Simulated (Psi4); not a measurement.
# GaH3F− (SMILES [F][GaH3-]): a first try and a second

Wanted: a single-point energy of GaH3F−, CASSCF(4,3)/6-31G* (Cartesian functions, nat orbs yes, 2 states averaged).

Program for the calculation: Psi4 1.11.

1 further run of the same task is left out (it didn't finish).

## Step 1: The structure to begin with

The species is GaH3F− (5 atoms), meant as a singlet with charge -1. As SMILES, `[F][GaH3-]`. The shape comes from GFN2-xTB (4 decimals), which is rough for such elements, and wasn't checked as a minimum.

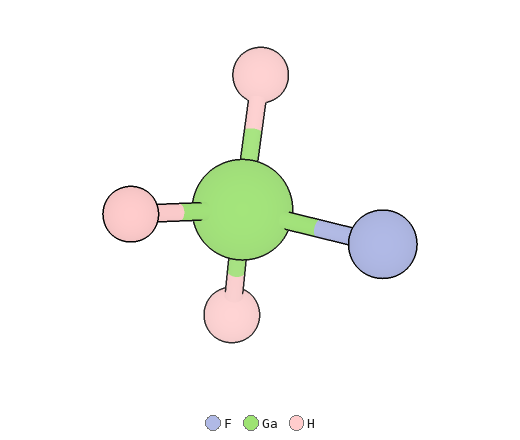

Viewed from a chosen angle; fluorine light blue, gallium green, hydrogen pink.

## Step 2: The input as first written

Contents of fgah3.sdf:

```

     RDKit          3D

  5  4  0  0  0  0  0  0  0  0999 V2000
   -0.5006   -0.4959    1.5331 F   0  0  0  0  0  0  0  0  0  0  0  0
    0.0294    0.0269   -0.0843 Ga  0  0  0  0  0  4  0  0  0  0  0  0
   -0.8739    1.2297   -0.4738 H   0  0  0  0  0  0  0  0  0  0  0  0
   -0.1773   -1.1961   -1.0215 H   0  0  0  0  0  0  0  0  0  0  0  0
    1.5223    0.4354    0.0466 H   0  0  0  0  0  0  0  0  0  0  0  0
  2  1  1  0
  3  2  1  0
  4  2  1  0
  5  2  1  0
M  CHG  1   2  -1
M  END
$$$$
```

Contents of run.py:

```python
import numpy as np
from ase.calculators.psi4 import Psi4
from ase.io import read

a = read('fgah3.sdf')
calc = Psi4(atoms=a, method='casscf', basis='6-31G*', memory='1600MB', num_threads=1, charge=-1, multiplicity=1, label='calc')
calc.psi4.set_options({'scf_type': 'pk', 'restricted_docc': [20], 'mcscf_type': 'conv', 'mcscf_algorithm': 'ah', 'mcscf_maxiter': 60, 'active': [3], 'num_roots': 2, 'avg_states': [0, 1], 'nat_orbs': True, 'docc': [21]})
a.calc = calc

print(f'energy: {a.get_potential_energy():.6f} eV')
```

Command:

```sh
$ python run.py
```

calc.dat:

```text
=> Loading Basis Set <=

    Name: 6-31G*
    Role: ORBITAL
    Keyword: BASIS
```

Standard output:

```text
Traceback (most recent call last):
  File "run.py", line 10, in <module>
    print(f'energy: {a.get_potential_energy():.6f} eV')
RuntimeError:
Fatal Error: Got 21 alpha electrons, expected 22.
DOCC and SOCC must specify the occupation of all electrons or none.
```

Wall time 1.2 s (1 thread of Intel Xeon 6975P-C (Granite Rapids), shared host); peak memory 0.17 GiB.

## Step 3: Diagnosis

The input was rejected.

The log says `Fatal Error: Got 21 alpha electrons, expected 22.`. Cause: the orbital occupation or active space doesn't match the electron count or the lowest state. To mend it: docc at its default in place of (21).

## Step 4: The mended input

fgah3.sdf is that of step 2.

Contents of run_ase.py:

```python
import numpy as np
from ase.calculators.psi4 import Psi4
from ase.io import read

a = read('fgah3.sdf')
calc = Psi4(atoms=a, method='casscf', basis='6-31G*', memory='1600MB', num_threads=1, charge=-1, multiplicity=1, label='fgah3')
calc.psi4.set_options({'scf_type': 'pk', 'restricted_docc': [20], 'mcscf_type': 'conv', 'mcscf_algorithm': 'ah', 'mcscf_maxiter': 60, 'active': [3], 'num_roots': 2, 'avg_states': [0, 1], 'nat_orbs': True})
a.calc = calc

print(f'energy: {a.get_potential_energy():.6f} eV')
```

Command:

```sh
$ python run_ase.py
```

fgah3.dat:

```text
[...]
  Running in c1 symmetry.
[...]
  Nuclear repulsion =  120.551196081557734
[...]
  Multiplicity = 1
[...]
  Nalpha       = 22
  Nbeta        = 22
[...]
    Number of basis functions: 56
[...]
   @RHF iter   1: -2022.47869595116026   -2.81783e+00   4.94597e-02 ADIIS/DIIS
[...]
   @RHF iter  11: -2024.18071573182169   -4.09273e-12   6.77550e-09 DIIS
[...]
    Orbital Energies [Eh]
    ---------------------
    Doubly Occupied:
       1A   -378.577476     2A    -47.952112     3A    -42.282824
       4A    -42.282810     5A    -42.282570     6A    -25.979166
       7A     -6.164451     8A     -4.256191     9A     -4.256173
      10A     -4.255998    11A     -1.256701    12A     -0.948321
      13A     -0.948274    14A     -0.944113    15A     -0.941918
      16A     -0.941864    17A     -0.423151    18A     -0.347643
      19A     -0.347570    20A     -0.304432    21A     -0.190961
      22A     -0.190312
[...]
   @MCSCF Final Energy: -2024.042567567806373
[...]
    Warning: Norm of correction (root 0) is < 1.0E-13
    Warning: Norm of correction (root 1) is < 1.0E-13
   @CI  1:     0  -2024.176479242778   4.4409E-16   7.0310E-13 c
[...]
   ==> Energetics <==
    SCF energy =         -2024.180715731821692
    Total MCSCF energy = -2024.042567567806373
[...]
 Multipole Moments:
 ------------------------------------------------------------------------------------
     Multipole            Electronic (a.u.)      Nuclear  (a.u.)        Total (a.u.)
 ------------------------------------------------------------------------------------
 L = 1.  Multiply by 2.5417464519 to convert [e a0] to [Debye]
 Dipole X            :         -0.7544440            0.3612191           -0.3932249
 Dipole Y            :         -0.2358520            0.3667999            0.1309479
 Dipole Z            :          1.5826192           -1.1293434            0.4532758
 Magnitude           :                                                    0.6141923
[...]
```

Standard output:

```text
energy: -55077.003636 eV
```

Wall time 4.2 s (1 thread of Intel Xeon 6975P-C (Granite Rapids), shared host); peak memory 0.26 GiB.

## Step 5: Outcome

At CASSCF(4,3)/6-31G* (Cartesian functions, nat orbs yes, 2 states averaged):

```
                                         quantity           value
                     average energy of the states  -2024.04257 Eh
lowest excitation energy within this active space         7.29 eV
```

In words: The orbitals are averaged over several states, so each root lies above its own optimum (it can stand above Hartree-Fock), and forces and dipoles share that bias. For an anion, states without diffuse functions may be basis-held continuum.
